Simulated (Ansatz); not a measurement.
**How fast states decay through Bi2Te2Pb2Se3**

Aim: relax a made-up compound, Bi2Te2Pb2Se3, and see how good a tunnel barrier it would be. It is built by putting Te for O, Pb for Sr in the Sr2Bi2Se3O2 structure of space group C2/m, with the volume rescaled by atomic radii. The parent structure comes from the Materials Project.

Program: Ansatz 0.2.0. Level of theory: r2SCAN DFT, plane waves, PAW files, in the first sound run; inputs show where later runs differ. Results are calculated unless marked as measured.

The structure was built from a prototype and need not be the compound's stable phase.

## 1. The structure

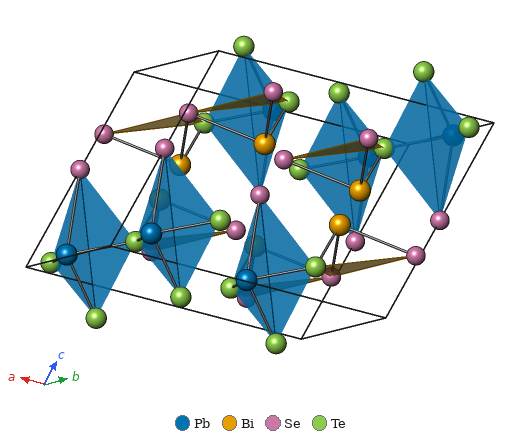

The starting structure, seen from a free direction (lead blue, bismuth orange, selenium pink, tellurium green). This picture shows the conventional cell, with its axes. Some periodic images of atoms are drawn too.

## 2. Relaxing the new crystal

The substituted atoms don't fit the parent's cell, so cell and atoms relax together. A small smearing keeps the run stable in case the gap closes on the way.

Input file input.yaml:

```yaml
crystal:
  lattice:
    - [6.9309579035, -2.0829651259, 0.0]
    - [6.9309579035, 2.0829651259, 0.0]
    - [-5.448398897, 0.0, 8.13622913]
  atoms:
    - { symbol: Pb, position: [0.107243, 0.107243, 0.896132] }
    - { symbol: Pb, position: [0.892757, 0.892757, 0.103868] }
    - { symbol: Bi, position: [0.309349, 0.309349, 0.362878] }
    - { symbol: Bi, position: [0.690651, 0.690651, 0.637122] }
    - { symbol: Se, position: [0.0, 0.0, 0.5] }
    - { symbol: Se, position: [0.3704375, 0.3704375, 0.78313] }
    - { symbol: Se, position: [0.6295625, 0.6295625, 0.21687] }
    - { symbol: Te, position: [0.6872725, 0.6872725, 0.853637] }
    - { symbol: Te, position: [0.3127275, 0.3127275, 0.146363] }
kpoints:
  mp_grid: { grid: [6, 6, 4] }
scf:
  occupations: { method: gaussian, width: 0.03 }
hamiltonian:
  xc: r2scan
output:
  forces: true
  stress: true
relax:
  f_tol: 0.02
  max_steps: 60
  cell: {}
```

Run with:

```console
> ansatz run input.yaml --threads 2 --pin off --max-ram 4096MiB --backend cpu --events-out ev --progress --plain --runs-dir out
```

Numbers of over 12 decimals in the logs are rounded to 6 here.

The program printed:

```text
Engine: ansatz 0.2.0, aarch64-unknown-linux-gnu
Pseudopotentials: kind: paw
Pseudopotential: Pb, paw, valence charge 14, recommended cutoff 500 eV (meta_gga), Pb.paw.azcp
Pseudopotential: Bi, paw, valence charge 15, recommended cutoff 500 eV (meta_gga), Bi.paw.azcp
Pseudopotential: Se, paw, valence charge 16, recommended cutoff 500 eV (meta_gga), Se.paw.azcp
Pseudopotential: Te, paw, valence charge 16, recommended cutoff 500 eV (meta_gga), Te.paw.azcp
Functional definition: r2SCAN
  parameter k0 = 0.174
  parameter k1 = 0.065
  parameter a1 = 4.9479
  exchange = r2scan_x(k0 = k0, k1 = k1, a1 = a1)
  correlation = r2scan_c
Crystal: 9 atoms, lattice volume = 234.925 Å³
Basis set: ecut = 500 eV, 5987 PW (Γ), exchange–correlation on 216×216×288 points (64 copies of the dense FFT grid, shifted against one another)
Bands: 83, of which v1, the nominal top of the filled ones, is band 69 counted from 1 (68 counted from 0)
Symmetry: 4 space group operations
Space group: C2/m (ITA 12), of the structure as read, at distance tolerance 6.2e-5 Å
k-points: 47 of 144
Non-local potential: Pb, projectors of the file, l = 0: 2, l = 1: 2, l = 2: 2, l = 3: 2
Non-local potential: Bi, projectors of the file, l = 0: 2, l = 1: 2, l = 2: 2, l = 3: 2
Non-local potential: Se, projectors of the file, l = 0: 2, l = 1: 2, l = 2: 3, l = 3: 1
Non-local potential: Te, projectors of the file, l = 0: 2, l = 1: 2, l = 2: 2, l = 3: 2
PAW form: soft (Blöchl's): semilocal exchange-correlation on the pseudo side does not see the compensation charge
PAW frozen core: Pb, regenerated for the run's functional (the file was generated under x = pbe(κ = 0.804, μ = 0.219515), c = pbe(β = 0.066725))
PAW frozen core: Bi, regenerated for the run's functional (the file was generated under x = pbe(κ = 0.804, μ = 0.219515), c = pbe(β = 0.066725))
PAW frozen core: Se, regenerated for the run's functional (the file was generated under x = pbe(κ = 0.804, μ = 0.219515), c = pbe(β = 0.066725))
PAW frozen core: Te, regenerated for the run's functional (the file was generated under x = pbe(κ = 0.804, μ = 0.219515), c = pbe(β = 0.066725))
PAW one-centre angular grid: Pb, 590 points (default); XC on 160 Gauss nodes
PAW one-centre angular grid: Bi, 590 points (default); XC on 160 Gauss nodes
PAW one-centre angular grid: Se, 590 points (default); XC on 160 Gauss nodes
PAW one-centre angular grid: Te, 590 points (default); XC on 160 Gauss nodes
Initial density: superposition of atomic densities (neutral atoms: chi_scale 0, normalization atom), corrected by the library's trained network
Initial wavefunctions: pseudopotential atomic-orbital guess
Functional: x = r2scan, c = r2scan; τ floored in thin density (d = 2e-4 eV/Å³)
SCF iter   1: F=—  HF=-79071.396201 eV  |F-HF|=—  |Δ(HF+E_count)|=         —  Δρ=7.33e-3  dr2=2.78e-1  dr2_τ=1.22e-1  ethr=1.77e-3  ⟨swp⟩=8.6  Hψ=19072  notcnv=0  defer=54
preconditioner: auto → Resta (q_TF=auto, 2.497 Å⁻¹)  ε∞=3.0  [insulator: Δε(μ)=0.080 eV  Ē_g=14.133 eV  σ=0.030 eV  W_gap=0.94  n_scr=62 (ndim 8)  ℏωp=20.0 eV  f_vac=0.038  D(μ)=0.09/eV (n_scr^D=0)  ε∞_Penn≈3.0]
SCF iter   2: F=—  HF=-79071.561662 eV  |F-HF|=—  |Δ(HF+E_count)|=   1.65e-1  Δρ=3.33e-3  dr2=2.42e-2  dr2_τ=2.05e-3  ethr=2.01e-4  ⟨swp⟩=4.1  Hψ=9362  notcnv=0  defer=322
preconditioner: auto → Kerker (q_TF=auto, 2.497 Å⁻¹)  [metal: Δε(μ)=0.007 eV  Ē_g=14.107 eV  σ=0.030 eV  W_gap=0.13  n_scr=62 (ndim 8)  ℏωp=20.0 eV  f_vac=0.040  D(μ)=0.53/eV (n_scr^D=0)]
SCF iter   3: F=—  HF=-79071.564821 eV  |F-HF|=—  |Δ(HF+E_count)|=   3.16e-3  Δρ=2.05e-3  dr2=1.09e-2  dr2_τ=1.33e-4  ethr=1.76e-5  ⟨swp⟩=2.9  Hψ=6694  notcnv=0  defer=322
SCF iter   4: F=—  HF=-79071.566203 eV  |F-HF|=—  |Δ(HF+E_count)|=   1.38e-3  Δρ=4.82e-4  dr2=1.16e-3  dr2_τ=4.16e-5  ethr=7.92e-6  ⟨swp⟩=2.0  Hψ=5512  notcnv=0  defer=322
SCF iter   5: F=—  HF=-79071.566080 eV  |F-HF|=—  |Δ(HF+E_count)|=   1.23e-4  Δρ=1.98e-4  dr2=1.52e-4  dr2_τ=2.23e-6  ethr=8.39e-7  ⟨swp⟩=3.0  Hψ=6753  notcnv=0  defer=322
SCF iter   6: F=—  HF=-79071.566100 eV  |F-HF|=—  |Δ(HF+E_count)|=   2.03e-5  Δρ=7.25e-5  dr2=3.49e-5  dr2_τ=4.66e-7  ethr=1.10e-7  ⟨swp⟩=2.4  Hψ=6980  notcnv=0  defer=322
SCF iter   7: F=—  HF=-79071.565976 eV  |F-HF|=—  |Δ(HF+E_count)|=   1.25e-4  Δρ=3.77e-5  dr2=9.52e-6  dr2_τ=1.68e-7  ethr=2.53e-8  ⟨swp⟩=2.2  Hψ=7033  notcnv=0  defer=322
SCF iter   8: F=—  HF=-79071.565974 eV  |F-HF|=—  |Δ(HF+E_count)|=   1.34e-6  Δρ=1.65e-5  dr2=2.62e-6  dr2_τ=2.77e-8  ethr=6.90e-9  ⟨swp⟩=2.6  Hψ=6996  notcnv=0  defer=322
SCF iter   9: F=—  HF=-79071.565974 eV  |F-HF|=—  |Δ(HF+E_count)|=   1.76e-7  Δρ=7.60e-6  dr2=3.28e-7  dr2_τ=4.12e-9  ethr=1.90e-9  ⟨swp⟩=2.1  Hψ=6866  notcnv=0  defer=322
SCF iter  10: F=-79071.565974 eV  HF=-79071.565974 eV  |F-HF|=2.77e-8  |Δ(HF+E_count)|=   1.99e-8  Δρ=3.18e-6  dr2=5.95e-8  dr2_τ=6.03e-10  ethr=7.25e-11  ⟨swp⟩=6.0  Hψ=14641  notcnv=0
SCF 1 converged in 10 iterations: F = -79071.565974 eV  dr2 = 5.95e-8
  greatest PAW one-centre occupation: 1.000 electrons in one spin orbital (limit 2), on the Se atom at site 4 (counted from 0), in its partial waves of l = 2
relax step   1: F+E_penalty+E_count = -79071.56597405 eV  Δ(F+E_penalty+E_count) = +0.000e0 eV  max|allowed force component| = 1.702e1 eV/Å  Δτ_max = 0.0000 Å  P = +44.251 GPa  Ω = 234.925 Å³  (10 SCF iters, dr2 threshold 1.00e-7 eV, accepted)
Crystal: 9 atoms, lattice volume = 248.043 Å³
Basis set: ecut = 500 eV, 6293 PW (Γ), exchange–correlation on 216×216×288 points (64 copies of the dense FFT grid, shifted against one another)
Initial density: handed on by an earlier stage of this run
Initial wavefunctions: those handed on with the density
iter 1 solved again at ethr=3.73e-4 eV; its pass at ethr=3.10e-3 eV (dr2=5.15e-1 eV) is discarded
SCF iter   1: F=—  HF=-79080.749854 eV  |F-HF|=—  |Δ(HF+E_count)|=         —  Δρ=1.16e-2  dr2=5.25e-1  dr2_τ=3.77e0  ethr=3.73e-4  ⟨swp⟩=2.4  Hψ=22297  notcnv=0
preconditioner: auto → LDOS  [metal: Δε(μ)=0.013 eV  Ē_g=13.531 eV  σ=0.030 eV  W_gap=0.24  n_scr=62 (ndim 8)  ℏωp=19.4 eV  f_vac=0.029  D(μ)=1.23/eV (n_scr^D=4)  β→1.0]
SCF iter   2: F=—  HF=-79082.858487 eV  |F-HF|=—  |Δ(HF+E_count)|=    2.11e0  Δρ=1.24e-2  dr2=1.09e0  dr2_τ=1.58e-2  ethr=3.73e-4  ⟨swp⟩=5.8  Hψ=9736  notcnv=0
preconditioner: auto → Resta (q_TF=auto, 2.474 Å⁻¹)  ε∞=3.1  [insulator: Δε(μ)=0.051 eV  Ē_g=13.387 eV  σ=0.030 eV  W_gap=0.53  n_scr=62 (ndim 8)  ℏωp=19.4 eV  f_vac=0.030  D(μ)=0.76/eV (n_scr^D=0)  ε∞_Penn≈3.1  β→0.5]
[...]
relax step  14: F+E_penalty+E_count = -79091.63146437 eV  Δ(F+E_penalty+E_count) = -2.060e-2 eV  max|allowed force component| = 1.808e-1 eV/Å  Δτ_max = 0.1988 Å  P = -0.362 GPa  Ω = 302.289 Å³  energy of the carried Pulay correction = -8.972e-3 eV  (8 SCF iters, dr2 threshold 9.00e-7 eV, accepted)
relax step  15: F+E_penalty+E_count = -79091.63568045 eV  Δ(F+E_penalty+E_count) = -4.216e-3 eV  max|allowed force component| = 1.603e-1 eV/Å  Δτ_max = 0.0988 Å  P = +0.057 GPa  Ω = 297.526 Å³  energy of the carried Pulay correction = -8.411e-3 eV  (8 SCF iters, dr2 threshold 9.00e-7 eV, accepted)
relax step  16: F+E_penalty+E_count = -79091.65393743 eV  Δ(F+E_penalty+E_count) = -1.826e-2 eV  max|allowed force component| = 6.654e-2 eV/Å  Δτ_max = 0.0543 Å  P = +0.018 GPa  Ω = 298.185 Å³  energy of the carried Pulay correction = -8.489e-3 eV  (8 SCF iters, dr2 threshold 9.00e-7 eV, accepted)
relax step  17: F+E_penalty+E_count = -79091.65611288 eV  Δ(F+E_penalty+E_count) = -2.175e-3 eV  max|allowed force component| = 1.594e-2 eV/Å  Δτ_max = 0.0228 Å  P = +0.055 GPa  Ω = 297.234 Å³  energy of the carried Pulay correction = -8.376e-3 eV  (6 SCF iters, dr2 threshold 2.77e-7 eV, accepted)
relax step  18: F+E_penalty+E_count = -79091.65652588 eV  Δ(F+E_penalty+E_count) = -4.130e-4 eV  max|allowed force component| = 1.253e-2 eV/Å  Δτ_max = 0.0334 Å  P = -0.019 GPa  Ω = 296.832 Å³  energy of the carried Pulay correction = -8.328e-3 eV  (8 SCF iters, dr2 threshold 2.22e-8 eV, accepted)
relax step  19: F+E_penalty+E_count = -79091.65661204 eV  Δ(F+E_penalty+E_count) = -8.616e-5 eV  max|allowed force component| = 7.746e-3 eV/Å  Δτ_max = 0.0093 Å  P = +0.002 GPa  Ω = 297.100 Å³  energy of the carried Pulay correction = -8.360e-3 eV  (8 SCF iters, dr2 threshold 7.84e-9 eV, accepted)
relax step  20: F+E_penalty+E_count = -79091.73657290 eV  Δ(F+E_penalty+E_count) = -7.996e-2 eV  max|allowed force component| = 1.724e-2 eV/Å  Δτ_max = 0.0000 Å  P = +0.426 GPa  Ω = 297.100 Å³  stress off target by 1.17e0 GPa  SCF on the basis re-selected at this cell (its energy is not comparable with the rows above)  (9 SCF iters)
relax step  21: F+E_penalty+E_count = -79091.74768586 eV  Δ(F+E_penalty+E_count) = -1.111e-2 eV  max|allowed force component| = 6.313e-2 eV/Å  Δτ_max = 0.0221 Å  P = -0.293 GPa  Ω = 302.025 Å³  energy of the carried Pulay correction = -4.009e-4 eV  (7 SCF iters, dr2 threshold 9.00e-7 eV, accepted)
relax step  22: F+E_penalty+E_count = -79091.75122493 eV  Δ(F+E_penalty+E_count) = -3.539e-3 eV  max|allowed force component| = 1.679e-2 eV/Å  Δτ_max = 0.0167 Å  P = +0.047 GPa  Ω = 299.201 Å³  energy of the carried Pulay correction = -1.743e-4 eV  (6 SCF iters, dr2 threshold 3.85e-7 eV, accepted)
relax step  23: F+E_penalty+E_count = -79091.75141492 eV  Δ(F+E_penalty+E_count) = -1.900e-4 eV  max|allowed force component| = 1.251e-2 eV/Å  Δτ_max = 0.0049 Å  P = -0.002 GPa  Ω = 299.547 Å³  energy of the carried Pulay correction = -2.010e-4 eV  (7 SCF iters, dr2 threshold 1.74e-8 eV, accepted)
iter 1 solved again at ethr=7.56e-8 eV; its pass at ethr=3.10e-3 eV (dr2=1.04e-4 eV) is discarded
SCF iter   1: F=—  HF=-79091.750689 eV  |F-HF|=—  |Δ(HF+E_count)|=         —  Δρ=1.67e-4  dr2=1.53e-6  dr2_τ=4.10e-7  ethr=7.56e-8  ⟨swp⟩=4.2  Hψ=28315  notcnv=0
preconditioner: auto → Resta (q_TF=auto, 2.398 Å⁻¹)  ε∞=3.0  [insulator: Δε(μ)=0.223 eV  Ē_g=12.547 eV  σ=0.030 eV  W_gap=1.00  n_scr=70 (ndim 8)  ℏωp=17.7 eV  f_vac=0.078  D(μ)=0.00/eV (n_scr^D=0)  ε∞_Penn≈3.0]
SCF iter   2: F=—  HF=-79091.751533 eV  |F-HF|=—  |Δ(HF+E_count)|=   8.44e-4  Δρ=8.41e-5  dr2=3.84e-7  dr2_τ=6.47e-6  ethr=1.11e-9  ⟨swp⟩=3.0  Hψ=5615  notcnv=0
SCF iter   3: F=—  HF=-79091.751644 eV  |F-HF|=—  |Δ(HF+E_count)|=   1.11e-4  Δρ=2.08e-6  dr2=9.55e-9  dr2_τ=2.93e-9  ethr=2.78e-10  ⟨swp⟩=2.2  Hψ=5752  notcnv=0
SCF iter   4: F=—  HF=-79091.751644 eV  |F-HF|=—  |Δ(HF+E_count)|=   6.70e-8  Δρ=6.21e-7  dr2=8.91e-10  dr2_τ=8.37e-11  ethr=6.92e-12  ⟨swp⟩=2.0  Hψ=6674  notcnv=0
SCF iter   5: F=—  HF=-79091.751644 eV  |F-HF|=—  |Δ(HF+E_count)|=   2.20e-9  Δρ=2.02e-7  dr2=1.98e-10  dr2_τ=5.36e-12  ethr=1.00e-12  ⟨swp⟩=6.0  Hψ=16017  notcnv=0
SCF iter   6: F=-79091.751644 eV  HF=-79091.751644 eV  |F-HF|=0.00e0  |Δ(HF+E_count)|=  8.73e-11  Δρ=6.65e-8  dr2=2.23e-11  dr2_τ=1.24e-12  ethr=1.00e-12  ⟨swp⟩=5.0  Hψ=12665  notcnv=0
SCF 24 converged in 6 iterations: F = -79091.751644 eV  dr2 = 2.23e-11
relax step  24: F+E_penalty+E_count = -79091.75164430 eV  Δ(F+E_penalty+E_count) = -2.294e-4 eV  max|allowed force component| = 1.251e-2 eV/Å  Δτ_max = 0.0000 Å  P = -0.002 GPa  Ω = 299.547 Å³  stress off target by 6.86e-3 GPa  SCF on the basis re-selected at this cell (its energy is not comparable with the rows above)  (6 SCF iters)
basis re-selected at this cell: Δ(F+E_penalty+E_count) = -2.294e-4 eV, ΔP = +0.000 GPa vs the last step (what re-selecting the basis moved, of the pressure what is left beyond the Pulay correction that the steps carried, after the strain that the cell walked since its last selection, with what the two solves' SCF thresholds leave and, on support functions, any second-order correction that the steps lacked; it is no m [...]
SCF converged after 6 iterations
Free energy (F): -79091.751644 eV
Harris-Foulkes:  -79091.751644 eV  (|F-HF|=0.00e0)
Internal energy: -79091.751644 eV  (E = F + TS)
E sigma→0 (E₀):  -79091.751644 eV
Fermi energy:    7.676064 eV
--- Per-component energies (eV) ---
  E_band       = -2223.439454
  E_kinetic    = 1888.516218
  E_local      = -16942.784309  (includes V_loc(G=0)·N_el)
  E_nonlocal   = -578.349543
  E_hartree    = 7958.313515
  E_xc         = -1224.098935
  E_vxc        = -1143.698478  (∫ρ·V_xc dr)
  E_paw        = -57389.204854  (= ΣΔE_a)
  E_vpaw       = -1435.634254  (= ΣTr[D̂ρ^β])
  E_aug_tail   = -0.001189  (compensation charges beyond the density's cutoff)
  E_vtau       = 71.885047  (kinetic-family band-sum trace: ∫τ·v_τ [+ j·A + Jᵃ·Aᵃ] dr)
  E_ewald      = -12803.100046
  E_core_change = -1.042501  (= ΣΔE_core)
  E_smearing   = -0.000000  (= −TS)
  E_closure    = 0.000000  (closes the sum)
  Σ components = -79091.751644   (vs F -79091.751644, Δ=0.00e0)
--- Forces (eV/Å), atoms counted from 1 ---
  atom   1  Pb    -0.00231710     0.00000000     0.00156594
  atom   2  Pb     0.00231710     0.00000000    -0.00156594
  atom   3  Bi    -0.01250556     0.00000000     0.00448296
  atom   4  Bi     0.01250556     0.00000000    -0.00448296
  atom   5  Se     0.00000000     0.00000000    -0.00000000
  atom   6  Se    -0.00830067     0.00000000    -0.00570356
  atom   7  Se     0.00830067     0.00000000     0.00570356
  atom   8  Te     0.00091446     0.00000000     0.00206420
  atom   9  Te    -0.00091446     0.00000000    -0.00206420
  max |Σ_I F_I| component: 3.47e-18 eV/Å
--- Stress (GPa, compression-positive) ---
        0.004024      -0.000000      -0.000713
       -0.000000      -0.001765       0.000000
       -0.000713       0.000000      -0.006814
  P = ⅓ Tr σ = -0.0015 GPa (-0.015 kbar)
--- Relaxed structure (22 steps of the walk, 22 accepted, 2 SCFs on fresh bases) ---
  F+E_penalty+E_count = -79091.75164430 eV   max|allowed force component| = 1.251e-2 eV/Å   (the final SCF, on the basis selected at the relaxed cell)
  cell:  # Å, volume = 299.5470 Å³
    - [7.047964, -2.147481, -1.242163]
    - [7.047964, 2.147481, -1.242163]
    - [-6.998548, 2.467929058387004e-16, 11.129049]
  atoms:
    - { symbol: Pb, position: [0.111652, 0.111652, 0.806287] }
    - { symbol: Pb, position: [0.888348, 0.888348, 0.193713] }
    - { symbol: Bi, position: [0.299223, 0.299223, 0.404826] }
    - { symbol: Bi, position: [0.700777, 0.700777, 0.595174] }
    - { symbol: Se, position: [0.0, 5.551115123125783e-17, 0.5] }
    - { symbol: Se, position: [0.372393, 0.372393, 0.675777] }
    - { symbol: Se, position: [0.627607, 0.627607, 0.324223] }
    - { symbol: Te, position: [0.804459, 0.804459, 0.892971] }
    - { symbol: Te, position: [0.195541, 0.195541, 0.107029] }
```

Elapsed: 26 min, on 2 threads of Arm Neoverse V1, shared host; peak memory 2.8 GiB; 51 min of CPU time.

Step by step (22 of 24):

```tsv
step	energy less that of the first step (eV)	largest force component (eV/Å)	pressure (GPa)	volume (Å³)
1	0.0000	17.0214	44.25	234.92
2	-11.0032	7.6356	22.10	248.04
3	-16.5235	2.6433	8.11	268.55
4	-18.1027	1.1790	2.82	280.75
5	-18.6967	0.6324	0.83	292.38
6	-19.0761	0.2749	0.04	299.27
8	-19.5914	0.2275	-0.20	310.78
9	-19.7307	0.3216	-0.16	314.27
10	-19.8217	0.1881	-1.21	319.20
11	-19.9145	0.2245	-0.73	315.56
12	-20.0087	0.1769	0.00	308.65
13	-20.0449	0.1032	0.15	305.47
14	-20.0655	0.1808	-0.36	302.29
15	-20.0697	0.1603	0.06	297.53
16	-20.0880	0.0665	0.02	298.19
17	-20.0901	0.0159	0.06	297.23
19	-20.0906	0.0077	0.00	297.10
20*	-20.1706	0.0172	0.43	297.10
21	-20.1817	0.0631	-0.29	302.02
22	-20.1853	0.0168	0.05	299.20
23	-20.1854	0.0125	0.00	299.55
24*	-20.1857	0.0125	0.00	299.55
```

Relaxation steps marked * repeat the geometry before them on a plane-wave basis chosen anew for their cell, so energy and pressure can jump there. Other such steps can lie between the rows shown.

The run keeps the 4 symmetry operations that it works with, so distortions that break them were not tested.

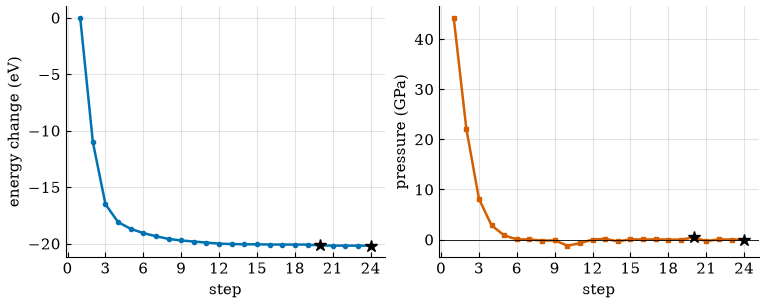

Energy and pressure along the relaxation. Stars mark steps on a basis chosen anew.

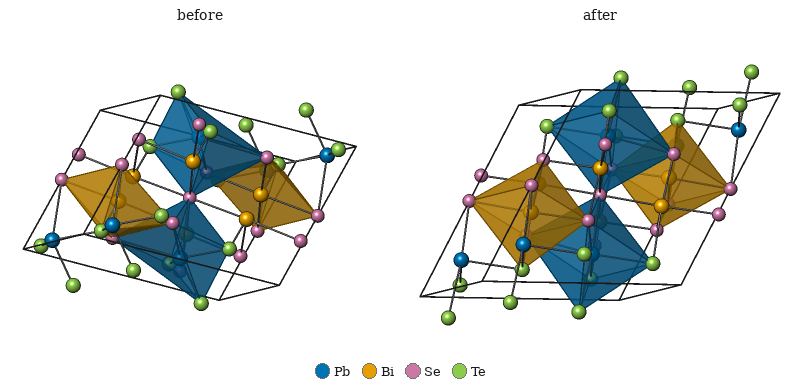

Before and after, at one scale.

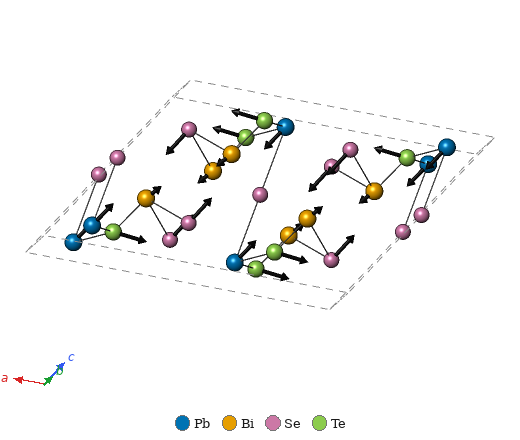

Displacements in the relaxation, scaled, measured against the changing cell; the longest in the cell stands for 1.43 Å. Some periodic images of atoms are drawn too.

```tsv
cell as run	before	after	change
a (Å)	7.237	7.472	+3.2 %
b (Å)	7.237	7.472	+3.2 %
c (Å)	9.792	13.147	+34.3 %
α (°)	122.20	130.01	+6.4 %
β (°)	122.20	130.01	+6.4 %
γ (°)	33.45	33.41	-0.1 %
volume (Å³/atom)	26.10	33.28	+27.5 %
```

The atoms that moved most (Å, as changes of fractional coordinates times the final cell):

```tsv
atom	dx	dy	dz	length
Se6	0.779	0.000	-1.200	1.430
Se7	-0.779	0.000	1.200	1.430
Te9	-1.377	0.000	-0.147	1.384
Te8	1.377	0.000	0.147	1.384
Pb1	0.691	0.000	-1.011	1.224
Pb2	-0.691	0.000	1.011	1.224
Bi4	0.436	0.000	-0.492	0.658
Bi3	-0.436	0.000	0.492	0.658
```

Numbers from this step:

| Property | Result |
| --- | --- |
| free energy | -79091.7516 eV |
| Fermi energy | 7.676 eV |
| pressure | -0.001518 GPa |

The largest force component on a free atom ends at 0.013 eV/Å.

[end of part 1 of 3]

[Logs are printed without paths, hosts, clocks, repeated set-up lines and the standing remarks that a program may print on its own settings, such as how far it seeks lower states.]

[Hosts, paths, dates, database ids (printed as entryN), source tags and the programs' standing remarks are cut or masked in the printed files.]
